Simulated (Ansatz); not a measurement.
C2H10BNSi2: geometry relaxation (part 3 of 3)

Continued. System: C2H10BNSi2. Method: UKS PBE0-D4/STO-3G (Ansatz 0.2.0). It belongs to a series of runs on one base structure; here: start relaxed.

Geometry of the input (Å):
```
B  -1.5132  -0.7022  -1.2272
C  -0.2184  0.1536  -1.4530
Si 0.7145  0.2632  0.1366
Si 1.4614  -1.7680  0.7953
N  -0.2543  0.9923  1.4047
C  -0.7202  2.2071  1.3098
H  -2.3505  -0.2650  -0.4744
H  -1.7146  -1.6371  -1.8495
H  0.4124  -0.3338  -2.1751
H  -0.4557  1.1821  -1.7780
H  1.9348  1.0876  -0.0423
H  0.2159  -2.6049  1.0360
H  2.1078  -1.6497  2.0319
H  2.1967  -2.3704  -0.2324
H  -1.3296  2.5906  2.1109
H  -0.5099  2.8320  0.4510
```

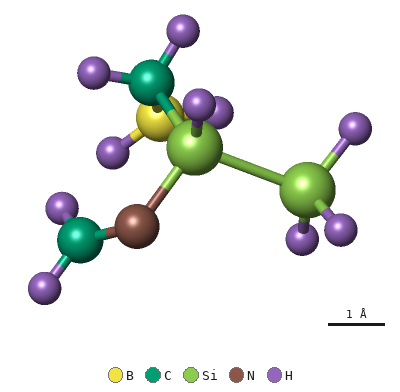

Fig. 1: The geometry at step 22 of the log (ball-and-stick view, seen at a tilt).

### Trajectory as extended XYZ, continued
```
16
Properties=species:S:1:pos:R:3:forces:R:3 step=17 energy=-19910.77993
B    -1.4116   -0.5003   -1.2234    0.0035   0.0107  -0.0045
C    -0.1672    0.3595   -1.4734   -0.0185  -0.0010   0.0087
Si    0.9057    0.2997    0.1039    0.0355  -0.0161   0.0315
Si    1.2906   -1.7958    0.8381   -0.0220   0.0264  -0.0061
N     0.2496    1.2899    1.4772    0.1334  -0.0989  -0.0592
C    -0.8415    1.9489    1.2702   -0.1686   0.0990  -0.0424
H    -2.3962   -0.0313   -0.7896    0.0038  -0.0124  -0.0173
H    -1.3723   -1.6619   -1.3870    0.0024   0.0069   0.0038
H     0.4856   -0.0389   -2.2588    0.0054  -0.0058  -0.0042
H    -0.3749    1.4148   -1.6814    0.0025   0.0054   0.0069
H     2.1575    0.9435   -0.2401   -0.0057  -0.0046   0.0005
H     0.0680   -2.4348    1.2612    0.0055   0.0094   0.0026
H     2.2126   -1.7782    1.9476   -0.0016   0.0021  -0.0010
H     1.8715   -2.5831   -0.2235   -0.0097   0.0060   0.0056
H    -1.2563    2.5691    2.0870   -0.0049  -0.0004  -0.0036
H    -1.4439    1.9765    0.3363    0.0389  -0.0267   0.0786
16
Properties=species:S:1:pos:R:3:forces:R:3 step=18 energy=-19910.78241
B    -1.4065   -0.4986   -1.2279   -0.0288  -0.0113  -0.0146
C    -0.1645    0.3638   -1.4762   -0.0040   0.0055   0.0269
Si    0.9146    0.3040    0.0970   -0.0020  -0.0145   0.0358
Si    1.2822   -1.7903    0.8430    0.0012   0.0192  -0.0215
N     0.2701    1.3042    1.4674   -0.0568   0.0282  -0.0770
C    -0.8414    1.9387    1.2762   -0.0256  -0.0026  -0.0253
H    -2.3982   -0.0322   -0.8070    0.0159  -0.0071  -0.0105
H    -1.3627   -1.6611   -1.3846    0.0101   0.0088   0.0050
H     0.4885   -0.0332   -2.2623   -0.0009   0.0025  -0.0113
H    -0.3753    1.4189   -1.6809    0.0125   0.0062  -0.0086
H     2.1686    0.9391   -0.2539    0.0008  -0.0113  -0.0008
H     0.0569   -2.4199    1.2731    0.0081   0.0200  -0.0012
H     2.2089   -1.7740    1.9486   -0.0034  -0.0001   0.0001
H     1.8542   -2.5844   -0.2185   -0.0117  -0.0015   0.0143
H    -1.2502    2.5630    2.0931    0.0088  -0.0101  -0.0033
H    -1.4683    1.9392    0.3572    0.0756  -0.0319   0.0920
16
Properties=species:S:1:pos:R:3:forces:R:3 step=19 energy=-19910.78580
B    -1.4004   -0.4942   -1.2395   -0.0290  -0.0071  -0.0039
C    -0.1578    0.3681   -1.4849   -0.0028   0.0083   0.0075
Si    0.9222    0.3117    0.0881    0.0049  -0.0025   0.0176
Si    1.2732   -1.7791    0.8488   -0.0057   0.0070  -0.0095
N     0.2921    1.3257    1.4536   -0.0400   0.0132  -0.0582
C    -0.8448    1.9215    1.2913   -0.0128  -0.0173  -0.0301
H    -2.3969   -0.0274   -0.8316    0.0069  -0.0030  -0.0092
H    -1.3520   -1.6578   -1.3853    0.0096   0.0040   0.0030
H     0.4948   -0.0328   -2.2695    0.0086  -0.0005  -0.0024
H    -0.3666    1.4223   -1.6964    0.0034   0.0081   0.0079
H     2.1817    0.9304   -0.2707   -0.0001   0.0005  -0.0006
H     0.0439   -2.3851    1.3003    0.0064   0.0111   0.0009
H     2.2124   -1.7638    1.9437   -0.0012  -0.0008   0.0011
H     1.8209   -2.5930   -0.2103   -0.0094   0.0002   0.0107
H    -1.2438    2.5472    2.1119    0.0013  -0.0032  -0.0101
H    -1.5017    1.8837    0.3949    0.0601  -0.0181   0.0753
16
Properties=species:S:1:pos:R:3:forces:R:3 step=20 energy=-19910.78837
B    -1.3917   -0.4873   -1.2542   -0.0184  -0.0012  -0.0006
C    -0.1499    0.3778   -1.4949    0.0025   0.0026  -0.0064
Si    0.9373    0.3216    0.0731   -0.0202   0.0158   0.0072
Si    1.2581   -1.7639    0.8601    0.0105  -0.0279  -0.0215
N     0.3251    1.3533    1.4313   -0.2018   0.0928  -0.0527
C    -0.8470    1.8920    1.3075    0.0968  -0.0996  -0.0747
H    -2.3965   -0.0224   -0.8650    0.0034  -0.0028  -0.0079
H    -1.3341   -1.6521   -1.3868    0.0052   0.0031   0.0030
H     0.5022   -0.0235   -2.2801    0.0066  -0.0025  -0.0003
H    -0.3582    1.4318   -1.7081   -0.0023   0.0036   0.0155
H     2.2002    0.9256   -0.2981    0.0046  -0.0145   0.0031
H     0.0240   -2.3362    1.3434    0.0195   0.0237  -0.0085
H     2.2166   -1.7514    1.9384   -0.0046  -0.0011  -0.0034
H     1.7694   -2.6068   -0.1956   -0.0142   0.0096   0.0274
H    -1.2345    2.5223    2.1300   -0.0104  -0.0018  -0.0172
H    -1.5439    1.7967    0.4432    0.1227   0.0003   0.1371
16
Properties=species:S:1:pos:R:3:forces:R:3 step=21 energy=-19910.78930
B    -1.3901   -0.4850   -1.2608   -0.0172  -0.0023  -0.0126
C    -0.1492    0.3826   -1.4972    0.0082   0.0093   0.0098
Si    0.9405    0.3247    0.0690    0.0292  -0.0149  -0.0029
Si    1.2583   -1.7588    0.8617   -0.0433  -0.0282   0.0037
N     0.3344    1.3627    1.4247   -0.1140   0.0650  -0.0529
C    -0.8467    1.8811    1.3127   -0.0031  -0.0741  -0.0864
H    -2.4000   -0.0220   -0.8827    0.0074  -0.0031  -0.0015
H    -1.3276   -1.6500   -1.3897    0.0037   0.0034   0.0055
H     0.5042   -0.0157   -2.2830    0.0005  -0.0006  -0.0015
H    -0.3585    1.4373   -1.7064   -0.0028  -0.0005   0.0039
H     2.2079    0.9178   -0.3045   -0.0101   0.0084  -0.0023
H     0.0182   -2.3072    1.3580    0.0339  -0.0013  -0.0041
H     2.2220   -1.7477    1.9355   -0.0028   0.0014  -0.0066
H     1.7516   -2.6204   -0.1874   -0.0138   0.0260   0.0198
H    -1.2304    2.5182    2.1316   -0.0144  -0.0061  -0.0117
H    -1.5577    1.7596    0.4627    0.1386   0.0177   0.1398
16
Properties=species:S:1:pos:R:3:forces:R:3 step=22 energy=-19910.79051
B    -1.3852   -0.4822   -1.2697    0.0046  -0.0066   0.0297
C    -0.1457    0.3891   -1.5012    0.0021   0.0176   0.0061
Si    0.9492    0.3301    0.0611   -0.0022  -0.0001   0.0005
Si    1.2453   -1.7509    0.8688    0.0021  -0.0336  -0.0011
N     0.3514    1.3795    1.4116   -0.0202   0.0022  -0.0423
C    -0.8440    1.8636    1.3180   -0.0945  -0.0159  -0.0609
H    -2.3994   -0.0224   -0.8989    0.0047  -0.0026  -0.0131
H    -1.3148   -1.6479   -1.3881   -0.0038   0.0056  -0.0099
H     0.5081   -0.0051   -2.2890   -0.0043   0.0027  -0.0031
H    -0.3575    1.4443   -1.7053   -0.0001  -0.0045  -0.0111
H     2.2176    0.9161   -0.3203   -0.0041  -0.0149   0.0035
H     0.0080   -2.2867    1.3859    0.0278   0.0207  -0.0147
H     2.2227   -1.7393    1.9301   -0.0035  -0.0067  -0.0058
H     1.7186   -2.6239   -0.1800   -0.0124   0.0183   0.0243
H    -1.2294    2.5003    2.1364   -0.0097   0.0032  -0.0096
H    -1.5677    1.7127    0.4849    0.1135   0.0146   0.1075
16
Properties=species:S:1:pos:R:3:forces:R:3 step=23 energy=-19910.79050 accepted=F
B    -1.3818   -0.4802   -1.2706   -0.0318   0.0063  -0.0938
C    -0.1439    0.3934   -1.5027    0.0097  -0.0021   0.0373
Si    0.9545    0.3334    0.0570    0.0137   0.0285   0.0096
Si    1.2422   -1.7444    0.8768   -0.0010  -0.0309  -0.0185
N     0.3624    1.3937    1.4015   -0.0201  -0.0405  -0.0089
C    -0.8459    1.8475    1.3249   -0.0084   0.0928  -0.0408
H    -2.4024   -0.0207   -0.9175    0.0184  -0.0078   0.0284
H    -1.3113   -1.6451   -1.3971    0.0077   0.0034   0.0322
H     0.5087    0.0004   -2.2921   -0.0088  -0.0021  -0.0008
H    -0.3576    1.4483   -1.7063    0.0009  -0.0052  -0.0035
H     2.2251    0.9104   -0.3304   -0.0020  -0.0133   0.0061
H     0.0048   -2.2663    1.4064    0.0165   0.0150  -0.0090
H     2.2300   -1.7419    1.9286   -0.0048   0.0081  -0.0080
H     1.6958   -2.6238   -0.1746   -0.0060   0.0025   0.0191
H    -1.2296    2.4924    2.1377   -0.0104  -0.0211   0.0087
H    -1.5739    1.6803    0.5026    0.0265  -0.0335   0.0418
16
Properties=species:S:1:pos:R:3:forces:R:3 step=24 energy=-19910.79109
B    -1.3840   -0.4808   -1.2706   -0.0031  -0.0021  -0.0056
C    -0.1449    0.3912   -1.5016    0.0030   0.0031   0.0066
Si    0.9505    0.3313    0.0602    0.0151   0.0160  -0.0021
Si    1.2454   -1.7486    0.8715   -0.0117  -0.0112   0.0030
N     0.3552    1.3879    1.4063    0.0280  -0.0197  -0.0199
C    -0.8445    1.8610    1.3188   -0.0662  -0.0155   0.0222
H    -2.4000   -0.0213   -0.9051    0.0027  -0.0017   0.0007
H    -1.3137   -1.6462   -1.3916    0.0005   0.0025   0.0024
H     0.5082   -0.0029   -2.2900   -0.0024   0.0001  -0.0017
H    -0.3574    1.4461   -1.7066    0.0012  -0.0017  -0.0021
H     2.2214    0.9101   -0.3231   -0.0033  -0.0030   0.0004
H     0.0077   -2.2764    1.3932    0.0093   0.0038  -0.0020
H     2.2270   -1.7420    1.9289   -0.0012   0.0024  -0.0035
H     1.7092   -2.6250   -0.1775   -0.0036   0.0053   0.0050
H    -1.2328    2.4957    2.1373    0.0061   0.0166  -0.0109
H    -1.5702    1.6973    0.4944    0.0256   0.0050   0.0077
16
Properties=species:S:1:pos:R:3:forces:R:3 step=25 energy=-19910.79111
B    -1.3841   -0.4796   -1.2717   -0.0054  -0.0068  -0.0005
C    -0.1440    0.3909   -1.5030    0.0043   0.0035   0.0011
Si    0.9508    0.3322    0.0593    0.0178   0.0002   0.0043
Si    1.2451   -1.7479    0.8725   -0.0117  -0.0004  -0.0002
N     0.3560    1.3896    1.4046    0.0331  -0.0179  -0.0141
C    -0.8452    1.8593    1.3198   -0.0648  -0.0138   0.0195
H    -2.3976   -0.0197   -0.8996    0.0040  -0.0018  -0.0047
H    -1.3169   -1.6446   -1.3987    0.0009   0.0021   0.0050
H     0.5092   -0.0044   -2.2907   -0.0047   0.0028  -0.0030
H    -0.3560    1.4456   -1.7090    0.0026   0.0011   0.0009
H     2.2219    0.9104   -0.3238   -0.0033  -0.0033  -0.0018
H     0.0075   -2.2747    1.3950    0.0077   0.0038  -0.0024
H     2.2268   -1.7406    1.9297   -0.0010   0.0025  -0.0038
H     1.7085   -2.6255   -0.1756   -0.0035   0.0054   0.0042
H    -1.2326    2.4953    2.1377    0.0051   0.0142  -0.0106
H    -1.5722    1.6912    0.4978    0.0189   0.0084   0.0060
16
Properties=species:S:1:pos:R:3:forces:R:3 step=26 energy=-19910.79128
B    -1.3822   -0.4779   -1.2724   -0.0028   0.0036  -0.0014
C    -0.1425    0.3932   -1.5036    0.0093  -0.0017   0.0033
Si    0.9530    0.3340    0.0581   -0.0005  -0.0168  -0.0056
Si    1.2423   -1.7458    0.8729    0.0011   0.0061  -0.0005
N     0.3576    1.3923    1.4016    0.0020   0.0033   0.0037
C    -0.8480    1.8528    1.3229    0.0139  -0.0065   0.0013
H    -2.3999   -0.0197   -0.9105   -0.0006   0.0038   0.0001
H    -1.3092   -1.6434   -1.3902   -0.0028  -0.0015   0.0021
H     0.5079   -0.0050   -2.2921    0.0129   0.0034   0.0009
H    -0.3499    1.4486   -1.7104   -0.0186  -0.0002  -0.0049
H     2.2246    0.9099   -0.3254    0.0049   0.0027  -0.0011
H     0.0061   -2.2661    1.4041   -0.0016   0.0003   0.0013
H     2.2308   -1.7403    1.9236    0.0003  -0.0008  -0.0007
H     1.6952   -2.6266   -0.1767   -0.0008  -0.0016   0.0002
H    -1.2323    2.4934    2.1384   -0.0110   0.0030  -0.0012
H    -1.5764    1.6781    0.5041   -0.0059   0.0030   0.0025
```

### Summary

- outcome: converged
- total energy: −19910.7913 eV
- mean-field energy: −19910.4264 eV
- largest force (length of the vector) at the end: 0.019 eV/Å
- hardware: 1 thread of an x86-64 CPU, shared host
- wall time: 2.5 min
- peak memory: 0.21 GiB
